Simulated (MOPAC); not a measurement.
# Run report: C$_{2}$H$_{7}$AlO$_{2}$, geometry relaxation (part 2 of 5)

Continued. System: C$_{2}$H$_{7}$AlO$_{2}$, SMILES C[O][Al]([CH3])[OH]. Method: PM6-D3H4, closed shell, dispersion D3H4 (MOPAC 23.2.5). The atoms were displaced at random from an optimised geometry.

Geometry of the input (Å):
```
C  -1.4196  -0.2786  1.5224
O  -0.2088  0.4047  1.2021
Al 0.7961  0.4455  -0.1633
C  0.4542  -0.5148  -1.7783
O  2.1672  1.4260  0.0001
H  -2.1833  0.4680  1.7447
H  -1.7513  -0.9043  0.6920
H  -1.2653  -0.9259  2.3651
H  -0.5008  -0.2523  -2.2134
H  1.2025  -0.3208  -2.5287
H  0.4145  -1.5874  -1.5917
H  2.3763  1.9577  0.7656
```

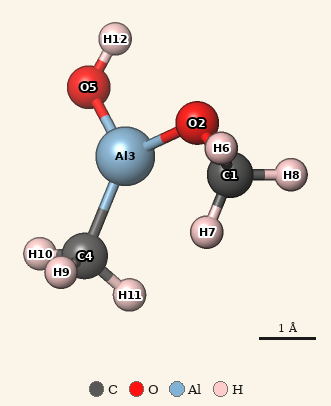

Figure 1. The geometry at step 15 of the log (ball-and-stick view, seen at a tilt; atoms are numbered from 1 in the order of the input).

Output, continued
```
           Empirical Formula: C2 H7 O2 Al  =    12 atoms

      MOLECULAR POINT GROUP   :   Cs

                  EIGENVALUES
 -28.61347 -27.68222 -24.05333 -23.55823 -16.76870 -16.60057 -15.29821 -14.91777
 -13.73987 -13.50142 -13.21801 -11.81656 -11.49614 -10.90800 -10.31317   2.13669
   2.58278   3.51992   4.68267   5.40258   5.45547   5.73110   6.13125   6.14190
   6.32153   6.75637   7.11888  92.79377  92.85021  93.17489  95.03485  95.04391

              NET ATOMIC CHARGES AND DIPOLE CONTRIBUTIONS

  ATOM NO.   TYPE          CHARGE      No. of ELECS.   s-Pop       p-Pop       d-Pop
    1          C          -0.137784        4.1378     1.09390     3.04389
    2          O          -0.604476        6.6045     1.85362     4.75086
    3         Al           0.948884        2.0511     0.78997     1.17710     0.08404
    4          C          -0.745128        4.7451     1.11427     3.63086
    5          O          -0.673675        6.6737     1.82089     4.85278
    6          H           0.141150        0.8589     0.85885
    7          H           0.115309        0.8847     0.88469
    8          H           0.115390        0.8846     0.88461
    9          H           0.169125        0.8309     0.83087
   10          H           0.179046        0.8210     0.82095
   11          H           0.169352        0.8306     0.83065
   12          H           0.322808        0.6772     0.67719
 DIPOLE           X         Y         Z       TOTAL
 POINT-CHG.    -2.089    -1.590    -0.214     2.634
 HYBRID         0.150     0.157     0.092     0.236
 SUM           -1.939    -1.433    -0.122     2.414

          ATOMIC ORBITAL ELECTRON POPULATIONS

     Atom    s        px        py        pz      x^2-y^2     xz        z^2       yz        xy
    1  C   1.09390   0.89554   1.01615   1.13220
    2  O   1.85362   1.46731   1.66382   1.61973
    3 Al   0.78997   0.38407   0.33756   0.45548   0.01358   0.02034   0.01779   0.01625   0.01609
    4  C   1.11427   1.17753   1.20563   1.24771
    5  O   1.82089   1.64948   1.69153   1.51177
    6  H   0.85885
    7  H   0.88469
    8  H   0.88461
    9  H   0.83087
   10  H   0.82095
   11  H   0.83065
   12  H   0.67719

           MULLIKEN POPULATION ANALYSIS

        MULLIKEN POPULATIONS AND CHARGES

      NO.  ATOM   POPULATION      CHARGE
        1    C     4.266779     -0.266779
        2    O     6.733826     -0.733826
        3   Al     1.504345      1.495655
        4    C     5.070988     -1.070988
        5    O     6.820042     -0.820042
        6    H     0.818294      0.181706
        7    H     0.853902      0.146098
        8    H     0.853822      0.146178
        9    H     0.805352      0.194648
       10    H     0.792376      0.207624
       11    H     0.805120      0.194880
       12    H     0.675155      0.324845

 *                    *
 * JOB ENDED NORMALLY *
 *                    *

 TOTAL JOB TIME:             0.18 SECONDS

 == MOPAC DONE ==
```

Trajectory as extended XYZ (Å, eV, eV/Å), 65 of the 106 frames kept, from step=0 to step=105
```
12
Properties=species:S:1:pos:R:3:forces:R:3 step=0 energy=-5.52789
C    -1.4196   -0.2786    1.5224    0.2955  -0.1463  -1.6316
O    -0.2088    0.4047    1.2021   -0.9247   0.5317   2.6039
Al    0.7961    0.4455   -0.1633   -0.6930  -0.7319  -0.6550
C     0.4542   -0.5148   -1.7783   -0.2813  -0.5733  -0.5225
O     2.1672    1.4260    0.0001    1.5983   0.7726  -0.5964
H    -2.1833    0.4680    1.7447   -0.1410   0.7762   0.1074
H    -1.7513   -0.9043    0.6920   -0.2292  -0.3419  -0.7267
H    -1.2653   -0.9259    2.3651    0.7066  -0.3663   1.0107
H    -0.5008   -0.2523   -2.2134   -0.9074   0.5651  -0.0322
H     1.2025   -0.3208   -2.5287    0.9689   0.3735  -0.4109
H     0.4145   -1.5874   -1.5917    0.1649  -0.6590   0.4819
H     2.3763    1.9577    0.7656   -0.5576  -0.2003   0.3713
12
Properties=species:S:1:pos:R:3:forces:R:3 step=2 energy=-5.87149
C    -1.4240   -0.2957    1.4630   -0.1342  -0.1336   0.5748
O    -0.2085    0.4344    1.3108    0.3180   0.1457  -0.0529
Al    0.7738    0.4321   -0.1358    0.0380  -0.1340  -0.6732
C     0.4488   -0.5413   -1.8271   -0.1323   0.3142   1.2504
O     2.2050    1.4505   -0.0441   -0.3388  -0.2772  -0.0557
H    -2.1857    0.4949    1.7364    0.2314  -0.2156  -0.3007
H    -1.7572   -0.9239    0.6140    0.2280   0.1911  -0.0306
H    -1.2508   -0.9323    2.3977    0.0371   0.2502  -0.6069
H    -0.5270   -0.2239   -2.2202   -0.1961   0.1080   0.0091
H     1.2333   -0.3024   -2.5585    0.2491   0.0366   0.1287
H     0.4210   -1.6177   -1.5600    0.1240   0.0713  -0.1055
H     2.3564    1.9441    0.7982   -0.4243  -0.3567  -0.1374
12
Properties=species:S:1:pos:R:3:forces:R:3 step=3 energy=-5.90153
C    -1.4299   -0.3039    1.4820    0.3909   0.4103  -0.9078
O    -0.1990    0.4377    1.2982   -0.1923  -0.0764   0.1896
Al    0.7735    0.4326   -0.1566   -0.0020   0.2686   0.5751
C     0.4488   -0.5300   -1.7845   -0.2230  -0.1478  -0.8578
O     2.2000    1.4430   -0.0419   -0.1306  -0.1572  -0.1694
H    -2.1821    0.4880    1.7200    0.0532  -0.0053  -0.1241
H    -1.7537   -0.9205    0.6048    0.2435   0.2484   0.1692
H    -1.2512   -0.9255    2.3668    0.2042  -0.2784   0.2771
H    -0.5308   -0.2184   -2.2224    0.1056   0.0263   0.2589
H     1.2401   -0.2990   -2.5549   -0.1245  -0.0288   0.5637
H     0.4242   -1.6159   -1.5664    0.0911   0.0446   0.0688
H     2.3477    1.9334    0.7959   -0.4162  -0.3043  -0.0433
12
Properties=species:S:1:pos:R:3:forces:R:3 step=5 energy=-5.96397
C    -1.4078   -0.2891    1.4436   -0.3855  -0.7896  -0.1205
O    -0.1958    0.4332    1.3305    0.6408   0.3540  -0.1722
Al    0.7660    0.4336   -0.1293   -0.1028  -0.0804  -0.1276
C     0.4356   -0.5304   -1.7853   -0.0959  -0.0027   0.6627
O     2.1939    1.4409   -0.0766   -0.2697  -0.2230  -0.0342
H    -2.1763    0.4803    1.6711   -0.0713   0.0991  -0.0277
H    -1.7383   -0.9134    0.5569    0.4333   0.3856   0.3964
H    -1.2389   -0.9425    2.3552   -0.0793   0.1452  -0.3971
H    -0.5352   -0.2070   -2.1797   -0.2226   0.0740  -0.1094
H     1.2503   -0.2885   -2.4760    0.2675   0.1385  -0.2176
H     0.4324   -1.6112   -1.5596   -0.0288  -0.0961   0.0395
H     2.3190    1.8959    0.7798   -0.0858  -0.0046   0.1076
12
Properties=species:S:1:pos:R:3:forces:R:3 step=7 energy=-5.99912
C    -1.4081   -0.3041    1.4325    0.1744   0.4591  -0.0607
O    -0.1805    0.4489    1.3384   -0.0525  -0.0880  -0.1508
Al    0.7621    0.4337   -0.1308   -0.2045  -0.0693   0.1645
C     0.4302   -0.5302   -1.7682   -0.0334  -0.0481   0.0366
O     2.1859    1.4328   -0.0824   -0.0268  -0.0133   0.0464
H    -2.1745    0.4823    1.6553    0.0378  -0.0607  -0.0224
H    -1.7199   -0.8977    0.5545    0.2688   0.0307  -0.1422
H    -1.2368   -0.9432    2.3207   -0.0081  -0.1853   0.1096
H    -0.5427   -0.1981   -2.1737   -0.0265  -0.0471  -0.0309
H     1.2582   -0.2768   -2.4653   -0.0339   0.0084  -0.0036
H     0.4338   -1.6144   -1.5477   -0.0574   0.0037  -0.0042
H     2.3060    1.8818    0.7826   -0.0379   0.0099   0.0577
12
Properties=species:S:1:pos:R:3:forces:R:3 step=8 energy=-6.00676
C    -1.4029   -0.2940    1.4312    0.1291  -0.1065  -0.1345
O    -0.1767    0.4456    1.3338   -0.0396   0.0737   0.1598
Al    0.7592    0.4321   -0.1297   -0.0860  -0.0369   0.0434
C     0.4290   -0.5297   -1.7622   -0.1129  -0.0972  -0.1317
O     2.1804    1.4316   -0.0818    0.0401   0.0283   0.0460
H    -2.1718    0.4761    1.6490   -0.0768   0.1298   0.0439
H    -1.7080   -0.8921    0.5455    0.2515   0.0790  -0.0326
H    -1.2356   -0.9516    2.3181   -0.0252  -0.0262  -0.0306
H    -0.5451   -0.1986   -2.1734    0.0252  -0.0620   0.0016
H     1.2578   -0.2736   -2.4561   -0.0134   0.0085  -0.0407
H     0.4333   -1.6145   -1.5472   -0.0617  -0.0106   0.0104
H     2.3014    1.8782    0.7839   -0.0304   0.0202   0.0649
12
Properties=species:S:1:pos:R:3:forces:R:3 step=10 energy=-6.02328
C    -1.3827   -0.2870    1.4104   -0.0901  -0.1059   0.0503
O    -0.1603    0.4624    1.3565   -0.0471   0.0010   0.0125
Al    0.7469    0.4251   -0.1249    0.0809   0.0648  -0.0064
C     0.4159   -0.5393   -1.7602    0.0864   0.0225   0.0446
O     2.1668    1.4300   -0.0783    0.0090  -0.0338  -0.0323
H    -2.1679    0.4782    1.6352    0.0809  -0.0694  -0.0065
H    -1.6544   -0.8625    0.4968    0.1397   0.0887   0.0692
H    -1.2322   -0.9750    2.2839   -0.0605   0.0833  -0.1345
H    -0.5531   -0.2081   -2.1722   -0.0303  -0.0662  -0.0476
H     1.2576   -0.2650   -2.4398   -0.1280  -0.0812  -0.0295
H     0.4283   -1.6230   -1.5394   -0.0631   0.0096  -0.0490
H     2.2818    1.8637    0.7914    0.0220   0.0865   0.1291
12
Properties=species:S:1:pos:R:3:forces:R:3 step=11 energy=-6.02686
C    -1.3768   -0.2833    1.4073   -0.0376  -0.0610  -0.0514
O    -0.1553    0.4693    1.3662    0.0344  -0.0032  -0.1190
Al    0.7440    0.4241   -0.1256    0.0237   0.0674   0.0965
C     0.4136   -0.5435   -1.7601   -0.0230   0.0179  -0.0004
O     2.1600    1.4280   -0.0757    0.1570   0.1808   0.2440
H    -2.1641    0.4754    1.6358    0.0353  -0.0434  -0.0102
H    -1.6248   -0.8449    0.4808    0.0111   0.0385   0.0411
H    -1.2339   -0.9831    2.2645   -0.0345   0.0043   0.0008
H    -0.5565   -0.2207   -2.1829    0.0068  -0.0402   0.0196
H     1.2503   -0.2688   -2.4434   -0.0773  -0.0719  -0.0191
H     0.4223   -1.6280   -1.5440   -0.0316   0.0109  -0.0141
H     2.2766    1.8663    0.8109   -0.0645  -0.1002  -0.1878
12
Properties=species:S:1:pos:R:3:forces:R:3 step=13 energy=-6.03071
C    -1.3793   -0.2863    1.4099    0.0353   0.0174  -0.0238
O    -0.1577    0.4681    1.3585   -0.0222  -0.0075   0.0016
Al    0.7466    0.4267   -0.1273    0.0781   0.0480  -0.0079
C     0.4125   -0.5432   -1.7615    0.0202  -0.0467   0.0308
O     2.1653    1.4314   -0.0676    0.0511   0.0117  -0.0058
H    -2.1633    0.4739    1.6417    0.0145  -0.0228  -0.0190
H    -1.6281   -0.8456    0.4867   -0.0151  -0.0184  -0.0168
H    -1.2362   -0.9806    2.2716   -0.0035  -0.0018  -0.0194
H    -0.5568   -0.2259   -2.1819   -0.0703   0.0124   0.0019
H     1.2437   -0.2784   -2.4527   -0.0355  -0.0289  -0.0107
H     0.4191   -1.6288   -1.5465   -0.0211   0.0216   0.0205
H     2.2786    1.8684    0.8053   -0.0314   0.0151   0.0486
12
Properties=species:S:1:pos:R:3:forces:R:3 step=15 energy=-6.03496
C    -1.3743   -0.2900    1.3996    0.0179  -0.0343  -0.0036
O    -0.1562    0.4687    1.3558    0.0418  -0.0017  -0.0547
Al    0.7521    0.4373   -0.1321    0.0208  -0.0162   0.0583
C     0.4019   -0.5476   -1.7532   -0.0420  -0.0615  -0.0083
O     2.1733    1.4352   -0.0624    0.0324   0.0944   0.1847
H    -2.1592    0.4654    1.6356   -0.0283   0.0129  -0.0244
H    -1.6203   -0.8435    0.4705   -0.0015  -0.0109   0.0284
H    -1.2379   -0.9886    2.2621    0.0238   0.0233  -0.0865
H    -0.5733   -0.2304   -2.1676   -0.0044  -0.0151   0.0268
H     1.2253   -0.2984   -2.4571   -0.0184  -0.0052  -0.0208
H     0.4077   -1.6321   -1.5259   -0.0355   0.0533   0.0218
H     2.2680    1.8662    0.8279   -0.0064  -0.0391  -0.1218
12
Properties=species:S:1:pos:R:3:forces:R:3 step=16 energy=-6.03808
C    -1.3683   -0.2930    1.3894   -0.0145  -0.0321  -0.0131
O    -0.1533    0.4699    1.3507    0.0501  -0.0016  -0.0474
Al    0.7583    0.4471   -0.1373   -0.0452  -0.1134   0.0487
C     0.3894   -0.5538   -1.7462    0.0178   0.0171  -0.0175
O     2.1798    1.4399   -0.0506    0.0317   0.1017   0.1580
H    -2.1557    0.4584    1.6299   -0.0338   0.0241  -0.0372
H    -1.6108   -0.8414    0.4558   -0.0052  -0.0077   0.0391
H    -1.2386   -0.9968    2.2485    0.0638   0.0264  -0.0903
H    -0.5897   -0.2374   -2.1509   -0.0097  -0.0128   0.0153
H     1.2050   -0.3192   -2.4660   -0.0460   0.0020   0.0164
H     0.3945   -1.6335   -1.5044   -0.0379   0.0068   0.0290
H     2.2584    1.8654    0.8441    0.0289  -0.0104  -0.1011
12
Properties=species:S:1:pos:R:3:forces:R:3 step=18 energy=-6.04222
C    -1.3596   -0.2945    1.3719   -0.0460  -0.0028  -0.0297
O    -0.1461    0.4716    1.3438   -0.0123  -0.0107   0.0110
Al    0.7674    0.4519   -0.1412    0.0328  -0.0421   0.0170
C     0.3710   -0.5596   -1.7364    0.0379  -0.0109   0.0188
O     2.1861    1.4504   -0.0323   -0.0409  -0.0145  -0.0080
H    -2.1519    0.4526    1.6124   -0.0100   0.0177  -0.0269
H    -1.5985   -0.8405    0.4376   -0.0099  -0.0020  -0.0256
H    -1.2325   -1.0076    2.2192    0.0759   0.0025   0.0113
H    -0.6153   -0.2466   -2.1248   -0.0103   0.0058  -0.0019
H     1.1726   -0.3458   -2.4761   -0.0382   0.0173   0.0212
H     0.3726   -1.6341   -1.4696   -0.0289  -0.0121  -0.0099
H     2.2484    1.8700    0.8599    0.0499   0.0518   0.0228
12
Properties=species:S:1:pos:R:3:forces:R:3 step=20 energy=-6.04413
C    -1.3583   -0.2949    1.3606   -0.0167  -0.0084  -0.0130
O    -0.1434    0.4699    1.3429   -0.0246   0.0066   0.0046
Al    0.7753    0.4489   -0.1374    0.0196   0.0023  -0.0113
C     0.3625   -0.5612   -1.7292    0.0198  -0.0421   0.0219
O     2.1864    1.4568   -0.0281    0.0043  -0.0157  -0.0413
H    -2.1513    0.4541    1.5946    0.0015  -0.0140   0.0039
H    -1.5966   -0.8410    0.4255    0.0113   0.0100  -0.0204
H    -1.2214   -1.0089    2.2054   -0.0052  -0.0042   0.0279
H    -0.6273   -0.2472   -2.1091   -0.0066   0.0202   0.0062
H     1.1547   -0.3515   -2.4784   -0.0139   0.0143   0.0177
H     0.3592   -1.6357   -1.4591   -0.0100  -0.0010  -0.0218
H     2.2505    1.8813    0.8610    0.0206   0.0321   0.0256
12
Properties=species:S:1:pos:R:3:forces:R:3 step=21 energy=-6.04450
C    -1.3591   -0.2956    1.3587    0.0125  -0.0002   0.0004
O    -0.1437    0.4697    1.3430   -0.0325   0.0055   0.0022
Al    0.7768    0.4475   -0.1358    0.0249   0.0139   0.0028
C     0.3618   -0.5621   -1.7271   -0.0053  -0.0013   0.0090
O     2.1864    1.4578   -0.0293    0.0126  -0.0033  -0.0158
H    -2.1515    0.4544    1.5919   -0.0012  -0.0228   0.0075
H    -1.5967   -0.8401    0.4219    0.0144   0.0073   0.0018
H    -1.2191   -1.0081    2.2053   -0.0294  -0.0017   0.0016
H    -0.6283   -0.2451   -2.1053   -0.0059   0.0171   0.0078
H     1.1521   -0.3493   -2.4758    0.0103   0.0125  -0.0082
H     0.3569   -1.6362   -1.4626   -0.0057  -0.0344  -0.0010
H     2.2527    1.8852    0.8600    0.0054   0.0074  -0.0081
12
Properties=species:S:1:pos:R:3:forces:R:3 step=23 energy=-6.04492
C    -1.3595   -0.2970    1.3569    0.0087  -0.0039   0.0133
O    -0.1463    0.4709    1.3429    0.0070   0.0186  -0.0075
Al    0.7790    0.4469   -0.1336   -0.0010  -0.0150   0.0059
C     0.3612   -0.5628   -1.7247    0.0014   0.0010  -0.0038
O     2.1879    1.4580   -0.0318    0.0196   0.0084   0.0060
H    -2.1522    0.4510    1.5924   -0.0218  -0.0072   0.0023
H    -1.5954   -0.8385    0.4183    0.0089  -0.0043   0.0081
H    -1.2203   -1.0088    2.2045   -0.0226  -0.0118  -0.0147
H    -0.6292   -0.2410   -2.0992    0.0003   0.0026   0.0059
H     1.1507   -0.3460   -2.4743   -0.0038  -0.0029   0.0036
H     0.3549   -1.6397   -1.4668   -0.0006   0.0150   0.0045
H     2.2548    1.8889    0.8566    0.0041  -0.0007  -0.0236
12
Properties=species:S:1:pos:R:3:forces:R:3 step=25 energy=-6.04529
C    -1.3593   -0.2990    1.3537   -0.0042   0.0018   0.0071
O    -0.1496    0.4749    1.3425    0.0083   0.0013   0.0020
Al    0.7827    0.4449   -0.1299   -0.0066  -0.0028   0.0042
C     0.3593   -0.5630   -1.7209   -0.0001   0.0113  -0.0013
O     2.1907    1.4583   -0.0346    0.0065  -0.0116  -0.0027
H    -2.1553    0.4446    1.5917   -0.0213   0.0028  -0.0032
H    -1.5920   -0.8378    0.4130    0.0032  -0.0050  -0.0012
H    -1.2232   -1.0145    2.1982    0.0061  -0.0107  -0.0049
H    -0.6322   -0.2360   -2.0886    0.0022  -0.0050  -0.0050
H     1.1462   -0.3442   -2.4728   -0.0067  -0.0091   0.0033
H     0.3507   -1.6407   -1.4677    0.0044   0.0197   0.0083
H     2.2570    1.8954    0.8498    0.0082   0.0074  -0.0066
12
Properties=species:S:1:pos:R:3:forces:R:3 step=26 energy=-6.04541
C    -1.3593   -0.2998    1.3525   -0.0132   0.0035  -0.0004
O    -0.1507    0.4761    1.3426    0.0010  -0.0065   0.0079
Al    0.7840    0.4442   -0.1282   -0.0110   0.0078  -0.0015
C     0.3586   -0.5623   -1.7194   -0.0074   0.0078   0.0016
O     2.1920    1.4580   -0.0360    0.0064  -0.0156  -0.0062
H    -2.1572    0.4424    1.5905   -0.0092  -0.0025  -0.0035
H    -1.5909   -0.8381    0.4111    0.0036   0.0000  -0.0038
H    -1.2239   -1.0173    2.1950    0.0126  -0.0050   0.0026
H    -0.6333   -0.2346   -2.0856    0.0032  -0.0037  -0.0054
H     1.1443   -0.3443   -2.4724   -0.0006  -0.0058   0.0003
H     0.3493   -1.6397   -1.4660    0.0048   0.0096   0.0069
H     2.2581    1.8986    0.8462    0.0097   0.0103   0.0016
12
Properties=species:S:1:pos:R:3:forces:R:3 step=28 energy=-6.04559
C    -1.3602   -0.3013    1.3509   -0.0075  -0.0012  -0.0076
O    -0.1521    0.4766    1.3440   -0.0112  -0.0093   0.0052
Al    0.7845    0.4451   -0.1258   -0.0165   0.0173  -0.0052
C     0.3579   -0.5605   -1.7171   -0.0111  -0.0016   0.0032
O     2.1947    1.4559   -0.0389    0.0068  -0.0075   0.0003
H    -2.1608    0.4388    1.5880    0.0081  -0.0084   0.0003
H    -1.5894   -0.8389    0.4082    0.0042   0.0050  -0.0028
H    -1.2240   -1.0214    2.1913    0.0083   0.0064   0.0044
H    -0.6337   -0.2334   -2.0843   -0.0010   0.0004  -0.0014
H     1.1427   -0.3452   -2.4712    0.0089   0.0015   0.0001
H     0.3486   -1.6368   -1.4606    0.0009  -0.0084   0.0007
H     2.2609    1.9046    0.8390    0.0102   0.0059   0.0027
12
Properties=species:S:1:pos:R:3:forces:R:3 step=30 energy=-6.04570
C    -1.3607   -0.3028    1.3495    0.0003  -0.0014  -0.0025
O    -0.1532    0.4760    1.3453   -0.0076   0.0048  -0.0017
Al    0.7831    0.4481   -0.1248   -0.0083   0.0046  -0.0016
C     0.3572   -0.5597   -1.7153   -0.0035  -0.0020   0.0002
O     2.1976    1.4532   -0.0408    0.0011   0.0045   0.0055
H    -2.1627    0.4354    1.5869    0.0080  -0.0047   0.0001
H    -1.5878   -0.8388    0.4055    0.0004  -0.0011   0.0012
H    -1.2234   -1.0230    2.1898    0.0014   0.0017  -0.0013
H    -0.6335   -0.2332   -2.0847   -0.0039  -0.0019   0.0014
H     1.1431   -0.3458   -2.4688    0.0081   0.0020   0.0014
H     0.3489   -1.6357   -1.4565   -0.0041  -0.0038  -0.0015
H     2.2637    1.9090    0.8336    0.0081  -0.0028  -0.0012
```
